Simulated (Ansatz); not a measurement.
Run report: CH9OSbSi2, nudged elastic band

- system: CH9OSbSi2, SMILES [OH][Sb]([SiH3])[CH2][SiH3]
- method: RKS PBE0/def2-SVP (Ansatz 0.2.0)

It belongs to a series of runs on one base structure; here: band between the two ends. Figures and captions count atoms from 1; the log counts them from 0 in places.

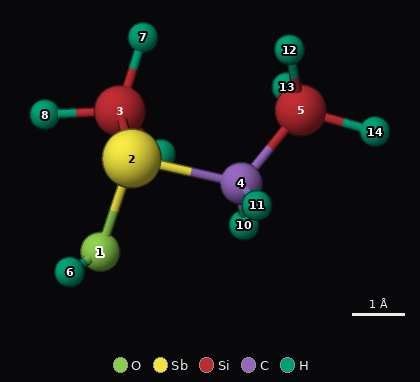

Fig. 1: The input geometry (ball-and-stick view, seen at a tilt; atoms are numbered from 1 in the order of the input). Sticks mark near contacts. Bond lengths as drawn: C–H 1.10 Å, C–Sb 2.18 Å, C–Si 1.88 Å, H–O 0.96 Å, H–Si 1.49 to 1.50 Å, O–Sb 2.02 Å and Sb–Si 2.59 Å.

## Input file
```yaml
crystal:
  periodic: [false, false, false]
  atoms:
    - { symbol: O, position_ang: [-2.263377, 1.499936, 0.493114] }
    - { symbol: Sb, position_ang: [-1.330264, -0.218309, 0.982785] }
    - { symbol: Si, position_ang: [0.766684, 1.153228, 1.645858] }
    - { symbol: C, position_ang: [-0.6757, -0.62776, -1.056156] }
    - { symbol: Si, position_ang: [0.977849, -1.495214, -1.247487] }
    - { symbol: H, position_ang: [-3.181842, 1.451959, 0.783162] }
    - { symbol: H, position_ang: [1.902183, 0.266922, 2.051256] }
    - { symbol: H, position_ang: [0.387843, 2.002627, 2.816248] }
    - { symbol: H, position_ang: [1.198536, 2.028875, 0.514566] }
    - { symbol: H, position_ang: [-0.657235, 0.357936, -1.549301] }
    - { symbol: H, position_ang: [-1.472258, -1.226596, -1.526824] }
    - { symbol: H, position_ang: [1.019452, -2.736862, -0.410874] }
    - { symbol: H, position_ang: [2.088048, -0.599934, -0.797627] }
    - { symbol: H, position_ang: [1.22728, -1.886209, -2.669917] }
basis:
  gaussian: { orbitals: def2-SVP }
hamiltonian:
  xc: pbe0
neb:
  order_check: false
  images: 7
  f_tol: 0.05
  max_iterations: 51
  initial_path: idpp
  final_atoms:
    - { symbol: O, position_ang: [-2.28019455, 1.47673398, 0.5019226] }
    - { symbol: Sb, position_ang: [-1.25515249, -0.15721525, 1.08886993] }
    - { symbol: Si, position_ang: [0.83192056, 1.33118382, 1.46956167] }
    - { symbol: C, position_ang: [-0.72227517, -0.75073388, -0.94020506] }
    - { symbol: Si, position_ang: [0.94854848, -1.57832827, -1.16039712] }
    - { symbol: H, position_ang: [-3.18052829, 1.42162175, 0.84353945] }
    - { symbol: H, position_ang: [2.02558231, 0.52094015, 1.86707703] }
    - { symbol: H, position_ang: [0.50505773, 2.27071423, 2.58550199] }
    - { symbol: H, position_ang: [1.14990072, 2.11362807, 0.23675854] }
    - { symbol: H, position_ang: [-0.77536959, 0.17941886, -1.529603] }
    - { symbol: H, position_ang: [-1.52317394, -1.42135554, -1.29145474] }
    - { symbol: H, position_ang: [1.11291048, -2.11295572, -2.54809021] }
    - { symbol: H, position_ang: [1.09992374, -2.72002815, -0.20272438] }
    - { symbol: H, position_ang: [2.050049, -0.60302505, -0.8919537] }
```

Launch command:
```bash
ansatz run input.yaml --threads 2 --pin off --max-ram 3072MiB --backend cpu --events-out ev --progress --plain --runs-dir out
```

## Log
```
Engine: ansatz 0.2.0, aarch64-unknown-linux-gnu
Functional definition: PBE0
  parameter a = 0.25
  parameter kappa = 0.804
  parameter beta = 0.06672455060314922
  exchange = (1 - a)*pbe_x(kappa = kappa, mu = beta*pi^2/3) + a*exact_x
  correlation = pbe_c(beta = beta)
1516 factors; integrals over basis functions are off by at most 3.4e-4 eV
mean field evaluation 1: about -25497.3055 eV, gradient 6.3e1 eV
mean field evaluation 2: about -25471.4120 eV, gradient 1.2e2 eV
mean field evaluation 4: about -25505.6608 eV, gradient 1.0e1 eV
mean field evaluation 8: about -25505.9409 eV, gradient 4.1e-1 eV
mean field evaluation 16: about -25505.9415 eV, gradient 5.4e-5 eV
mean field -25505.94148972 eV, -937.3260611993 hartree, gradient 5.4e-5 eV, S^2 0.000000; 0 other end points of the search recorded, 0 dependent functions left out
the calculation of the forces begins
reference -25505.94152231 eV, -937.3260623969 hartree; 37, 37 occupied and 98, 98 virtual orbitals, 1516 factors
1516 factors; integrals over basis functions are off by at most 4.8e-4 eV
mean field evaluation 32: about -25505.9415 eV, gradient 5.4e-5 eV
mean field -25505.94153158 eV, -937.3260627376 hartree, gradient 5.5e-5 eV, S^2 0.000000; 0 other end points of the search recorded, 0 dependent functions left out
[... from here on the field's lines of each further geometry are left out, up to the last ...]
NEB iter   1: max|band force component| = 1.107e0 eV/Å  barrier→ = 0.2069 eV  barrier← = 0.2069 eV  Δτ_max = 0.1580 Å  (243 SCF iters)
NEB iter   2: max|band force component| = 3.466e-1 eV/Å  barrier→ = 0.0855 eV  barrier← = 0.0856 eV  CI = image 4  Δτ_max = 0.1017 Å  (216 SCF iters)
NEB iter   3: max|band force component| = 1.620e-1 eV/Å  barrier→ = 0.0694 eV  barrier← = 0.0695 eV  CI = image 4  Δτ_max = 0.0715 Å  (213 SCF iters)
NEB iter   4: max|band force component| = 1.150e-1 eV/Å  barrier→ = 0.0664 eV  barrier← = 0.0665 eV  CI = image 4  Δτ_max = 0.0203 Å  (219 SCF iters)
the calculation of the forces begins
reference -25505.93321885 eV, -937.3257572502 hartree; 37, 37 occupied and 98, 98 virtual orbitals, 1516 factors
1516 factors; integrals over basis functions are off by at most 3.4e-4 eV
mean field -25505.87640656 eV, -937.3236694373 hartree, gradient 6.5e-6 eV, S^2 0.000000; 1 other end points of the search recorded, 0 dependent functions left out
the calculation of the forces begins
reference -25505.87643923 eV, -937.3236706378 hartree; 37, 37 occupied and 98, 98 virtual orbitals, 1516 factors
NEB iter   5: max|band force component| = 4.712e-2 eV/Å  barrier→ = 0.0651 eV  barrier← = 0.0651 eV  CI = image 4  Δτ_max = 0.0000 Å  (382 SCF iters)
```

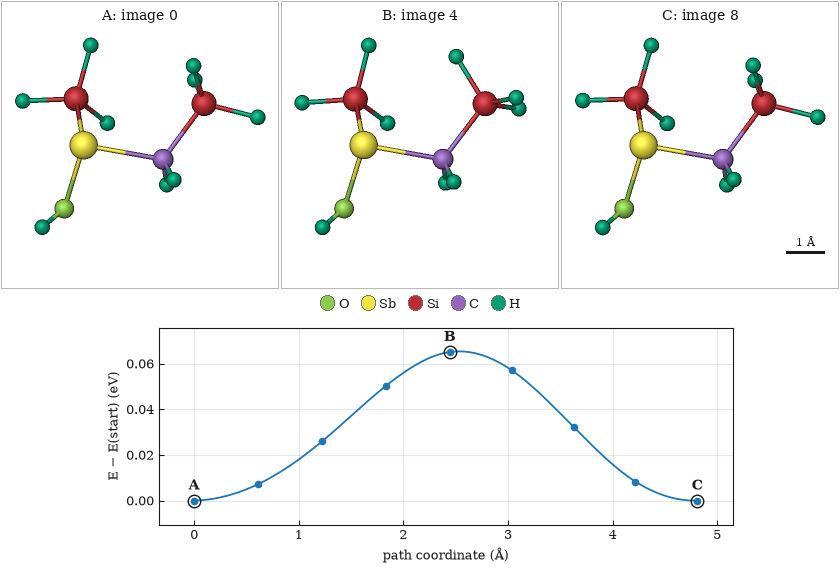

Fig. 2: Images of the last band (counted from 0; ball-and-stick, seen at a tilt) above the energy along the path; the line is a cubic interpolation that uses the forces. The highest image is number 4, 0.065 eV above the start and 0.065 eV above the end (the climbing image); start and end have the same energy. The path is 4.81 Å long. The band converged in 5 iterations.

```
Total energy: -25505.87643923 eV, -937.3236706378 hartree
Atom 0 at    -2.302404     1.433492     0.518528 Å, force    -0.011560    -0.006272     0.011478 eV/Å
Atom 1 at    -1.094006    -0.001054     1.257515 Å, force     0.007689    -0.016735     0.002585 eV/Å
Atom 2 at     0.894411     1.651418     1.087207 Å, force     0.001024     0.004101     0.003869 eV/Å
Atom 3 at    -0.754909    -0.923307    -0.688484 Å, force    -0.015197     0.038972    -0.011094 eV/Å
Atom 4 at     0.904119    -1.776670    -0.962923 Å, force     0.033460    -0.026098    -0.002411 eV/Å
Atom 5 at    -3.148825     1.405318     0.980064 Å, force     0.003623    -0.001000     0.000358 eV/Å
Atom 6 at     2.184303     1.021575     1.507831 Å, force     0.001903     0.001102     0.000823 eV/Å
Atom 7 at     0.605485     2.795386     2.004588 Å, force    -0.002922     0.002838    -0.005188 eV/Å
Atom 8 at     1.028046     2.157926    -0.313322 Å, force     0.000664    -0.002499    -0.004554 eV/Å
Atom 9 at    -0.890131    -0.095502    -1.402924 Å, force     0.002801    -0.003483    -0.004198 eV/Å
Atom 10 at    -1.579579    -1.635923    -0.847306 Å, force     0.002718     0.001655    -0.002122 eV/Å
Atom 11 at     0.733399    -3.259669    -1.055413 Å, force    -0.013420     0.008649     0.003584 eV/Å
Atom 12 at     1.856075    -1.510409     0.164309 Å, force    -0.008864     0.006134     0.001668 eV/Å
Atom 13 at     1.551214    -1.291984    -2.220868 Å, force    -0.001919    -0.007364     0.005200 eV/Å
Dipole moment:    -0.230008    -0.203405     0.170240 e Å
this run last wrote the band of iteration 5 to [file]
```

## The last band as extended XYZ (Å, eV, eV/Å)
```
14
Properties=species:S:1:pos:R:3:forces:R:3 image=0 energy=-25505.94149
O    -2.2634    1.4999    0.4931   -0.0013   0.0055  -0.0025
Sb   -1.3303   -0.2183    0.9828    0.0082  -0.0035   0.0019
Si    0.7667    1.1532    1.6459   -0.0033  -0.0019   0.0017
C    -0.6757   -0.6278   -1.0562   -0.0052  -0.0022   0.0052
Si    0.9778   -1.4952   -1.2475    0.0024  -0.0024  -0.0047
H    -3.1818    1.4520    0.7832   -0.0057   0.0007  -0.0004
H     1.9022    0.2669    2.0513    0.0020  -0.0004  -0.0001
H     0.3878    2.0026    2.8162    0.0008  -0.0023  -0.0004
H     1.1985    2.0289    0.5146    0.0001   0.0020  -0.0010
H    -0.6572    0.3579   -1.5493    0.0029   0.0056  -0.0028
H    -1.4723   -1.2266   -1.5268   -0.0024  -0.0020  -0.0010
H     1.0195   -2.7369   -0.4109   -0.0002  -0.0001   0.0011
H     2.0880   -0.5999   -0.7976    0.0018   0.0013   0.0003
H     1.2273   -1.8862   -2.6699   -0.0001  -0.0003   0.0027
14
Properties=species:S:1:pos:R:3:forces:R:3 image=1 energy=-25505.93430
O    -2.2785    1.4652    0.5073   -0.0091  -0.0051   0.0024
Sb   -1.2689   -0.1861    1.0719    0.0045  -0.0125  -0.0027
Si    0.8030    1.3000    1.5367   -0.0026  -0.0024   0.0055
C    -0.6850   -0.6974   -0.9665    0.0024   0.0243   0.0093
Si    0.9512   -1.5863   -1.2030    0.0141  -0.0080  -0.0037
H    -3.1858    1.4047    0.8289    0.0033   0.0016  -0.0012
H     1.9849    0.4942    1.9744    0.0008  -0.0009   0.0050
H     0.4385    2.2410    2.6394   -0.0035   0.0004  -0.0020
H     1.1600    2.0815    0.3133    0.0020  -0.0044  -0.0007
H    -0.6758    0.2711   -1.4934    0.0023   0.0001  -0.0087
H    -1.5035   -1.3029   -1.3889   -0.0012   0.0035  -0.0039
H     0.9088   -2.9460   -0.5783   -0.0030   0.0084   0.0113
H     2.0627   -0.8192   -0.5586    0.0025   0.0065  -0.0109
H     1.2755   -1.7491   -2.6544   -0.0124  -0.0116   0.0003
14
Properties=species:S:1:pos:R:3:forces:R:3 image=2 energy=-25505.91557
O    -2.2952    1.4342    0.5180   -0.0070  -0.0067   0.0033
Sb   -1.2099   -0.1434    1.1493    0.0101  -0.0184  -0.0005
Si    0.8334    1.4313    1.4040   -0.0042   0.0004   0.0121
C    -0.6981   -0.7658   -0.8772    0.0108   0.0301  -0.0012
Si    0.9320   -1.6652   -1.1396    0.0036   0.0010   0.0035
H    -3.1804    1.3818    0.8973    0.0002  -0.0012   0.0011
H     2.0582    0.7040    1.8597    0.0015  -0.0021   0.0070
H     0.4846    2.4572    2.4337   -0.0062   0.0033  -0.0039
H     1.1167    2.1097    0.1016    0.0027  -0.0075   0.0001
H    -0.7125    0.1764   -1.4495    0.0061   0.0003  -0.0084
H    -1.5313   -1.3892   -1.2404    0.0029   0.0042  -0.0088
H     0.8135   -3.1031   -0.7451   -0.0104   0.0023   0.0203
H     2.0190   -1.0546   -0.3111    0.0057   0.0163  -0.0120
H     1.3572   -1.6027   -2.5719   -0.0158  -0.0220  -0.0127
14
Properties=species:S:1:pos:R:3:forces:R:3 image=3 energy=-25505.89124
O    -2.3052    1.4227    0.5253   -0.0019  -0.0073   0.0023
Sb   -1.1516   -0.0819    1.2111    0.0149  -0.0154   0.0065
Si    0.8637    1.5475    1.2519   -0.0020   0.0053   0.0124
C    -0.7215   -0.8391   -0.7872    0.0091   0.0234  -0.0142
Si    0.9178   -1.7287   -1.0585   -0.0124   0.0093   0.0169
H    -3.1676    1.3841    0.9551   -0.0032  -0.0040   0.0048
H     2.1252    0.8807    1.6995    0.0015  -0.0019   0.0059
H     0.5398    2.6398    2.2192   -0.0055   0.0072  -0.0048
H     1.0726    2.1328   -0.1088    0.0007  -0.0075   0.0014
H    -0.7842    0.0577   -1.4246    0.0063   0.0022  -0.0047
H    -1.5587   -1.5004   -1.0624    0.0061   0.0014  -0.0171
H     0.7510   -3.2061   -0.9058   -0.0154  -0.0112   0.0157
H     1.9466   -1.2892   -0.0628    0.0089   0.0182  -0.0060
H     1.4594   -1.4492   -2.4232   -0.0071  -0.0196  -0.0192
14
Properties=species:S:1:pos:R:3:forces:R:3 image=4 energy=-25505.87641
O    -2.3024    1.4335    0.5185   -0.0116  -0.0063   0.0115
Sb   -1.0940   -0.0011    1.2575    0.0077  -0.0167   0.0026
Si    0.8944    1.6514    1.0872    0.0010   0.0041   0.0039
C    -0.7549   -0.9233   -0.6885   -0.0152   0.0390  -0.0111
Si    0.9041   -1.7767   -0.9629    0.0335  -0.0261  -0.0024
H    -3.1488    1.4053    0.9801    0.0036  -0.0010   0.0004
H     2.1843    1.0216    1.5078    0.0019   0.0011   0.0008
H     0.6055    2.7954    2.0046   -0.0029   0.0028  -0.0052
H     1.0280    2.1579   -0.3133    0.0007  -0.0025  -0.0046
H    -0.8901   -0.0955   -1.4029    0.0028  -0.0035  -0.0042
H    -1.5796   -1.6359   -0.8473    0.0027   0.0017  -0.0021
H     0.7334   -3.2597   -1.0554   -0.0134   0.0086   0.0036
H     1.8561   -1.5104    0.1643   -0.0089   0.0061   0.0017
H     1.5512   -1.2920   -2.2209   -0.0019  -0.0074   0.0052
14
Properties=species:S:1:pos:R:3:forces:R:3 image=5 energy=-25505.88439
O    -2.3023    1.4465    0.5065   -0.0126  -0.0031   0.0142
Sb   -1.0414    0.0832    1.2910    0.0112  -0.0012  -0.0061
Si    0.9183    1.7345    0.9094   -0.0025   0.0041  -0.0012
C    -0.7833   -1.0001   -0.5826   -0.0328   0.0218  -0.0064
Si    0.8954   -1.8106   -0.8603    0.0471  -0.0313  -0.0095
H    -3.1304    1.4341    1.0010    0.0072   0.0001  -0.0021
H     2.2314    1.1335    1.3008    0.0022  -0.0008  -0.0052
H     0.6666    2.9280    1.7730    0.0029   0.0014  -0.0040
H     0.9781    2.1597   -0.5223   -0.0012   0.0010  -0.0064
H    -0.9951   -0.2570   -1.3679   -0.0013  -0.0069  -0.0005
H    -1.5831   -1.7565   -0.6150    0.0024  -0.0009   0.0050
H     0.7440   -3.2638   -1.1819   -0.0042   0.0151  -0.0100
H     1.7630   -1.7156    0.3598   -0.0203  -0.0077   0.0102
H     1.6259   -1.1453   -1.9826    0.0021   0.0085   0.0220
14
Properties=species:S:1:pos:R:3:forces:R:3 image=6 energy=-25505.90921
O    -2.3045    1.4532    0.4919   -0.0044   0.0006   0.0080
Sb   -0.9890    0.1696    1.3198    0.0041   0.0060  -0.0063
Si    0.9315    1.8027    0.7236   -0.0022   0.0029  -0.0053
C    -0.8004   -1.0659   -0.4653   -0.0273   0.0019  -0.0008
Si    0.8908   -1.8385   -0.7566    0.0367  -0.0192  -0.0080
H    -3.1104    1.4647    1.0217    0.0047   0.0000  -0.0008
H     2.2667    1.2323    1.0867    0.0016  -0.0046  -0.0091
H     0.7141    3.0478    1.5213    0.0072   0.0002  -0.0024
H     0.9152    2.1349   -0.7331   -0.0024   0.0039  -0.0059
H    -1.0833   -0.4103   -1.3045   -0.0035  -0.0080   0.0005
H    -1.5687   -1.8503   -0.3776    0.0008  -0.0025   0.0077
H     0.7642   -3.2251   -1.3042    0.0054   0.0156  -0.0162
H     1.6728   -1.9311    0.5201   -0.0210  -0.0130   0.0105
H     1.6881   -1.0134   -1.7152    0.0005   0.0161   0.0281
14
Properties=species:S:1:pos:R:3:forces:R:3 image=7 energy=-25505.93319
O    -2.3067    1.4521    0.4801    0.0002   0.0002   0.0022
Sb   -0.9354    0.2567    1.3489   -0.0017   0.0086  -0.0003
Si    0.9323    1.8579    0.5365   -0.0012   0.0015  -0.0040
C    -0.8033   -1.1156   -0.3389   -0.0126  -0.0088   0.0017
Si    0.8896   -1.8666   -0.6555    0.0186  -0.0074  -0.0037
H    -3.0872    1.4975    1.0449    0.0042  -0.0005  -0.0010
H     2.2910    1.3280    0.8736   -0.0002  -0.0053  -0.0068
H     0.7389    3.1567    1.2504    0.0070   0.0005  -0.0010
H     0.8382    2.0805   -0.9379   -0.0031   0.0033  -0.0031
H    -1.1456   -0.5374   -1.2126   -0.0023  -0.0049   0.0000
H    -1.5417   -1.9109   -0.1484   -0.0007  -0.0013   0.0041
H     0.7818   -3.1468   -1.4222    0.0062   0.0104  -0.0114
H     1.5883   -2.1667    0.6364   -0.0117  -0.0089   0.0053
H     1.7470   -0.9148   -1.4265   -0.0027   0.0126   0.0180
14
Properties=species:S:1:pos:R:3:forces:R:3 image=8 energy=-25505.94153
O    -2.2584    1.5410    0.3948    0.0014  -0.0028   0.0029
Sb   -1.0501    0.1930    1.2824    0.0004  -0.0006  -0.0003
Si    0.9722    1.7408    0.8021   -0.0038   0.0081   0.0031
C    -0.8163   -1.0210   -0.5133    0.0078  -0.0031   0.0021
Si    0.8459   -1.8622   -0.7463   -0.0036  -0.0016  -0.0045
H    -3.0862    1.5924    0.8873    0.0031   0.0004  -0.0015
H     2.2635    1.1122    1.2224   -0.0014  -0.0029   0.0006
H     0.7714    2.9883    1.6010    0.0027  -0.0006  -0.0018
H     1.0359    2.0847   -0.6507   -0.0006   0.0000  -0.0008
H    -1.0232   -0.3321   -1.3488   -0.0015   0.0000  -0.0019
H    -1.6193   -1.7755   -0.4887   -0.0055  -0.0001  -0.0021
H     0.8170   -2.8159   -1.8988    0.0012   0.0011   0.0028
H     1.2227   -2.6313    0.4825   -0.0001   0.0012   0.0009
H     1.9121   -0.8439   -0.9971    0.0000   0.0009   0.0006
```

## Summary

| quantity | value |
| --- | --- |
| outcome | converged |
| barrier, forward | 0.065 eV |
| barrier, backward | 0.065 eV |
| hardware | 2 threads of Arm Neoverse V1, 24 GiB of memory available, shared host |
| wall time | 4.5 min (CPU time 8.7 min) |
| peak memory | 0.41 GiB |

## Notes

The order of the saddle point was not checked.
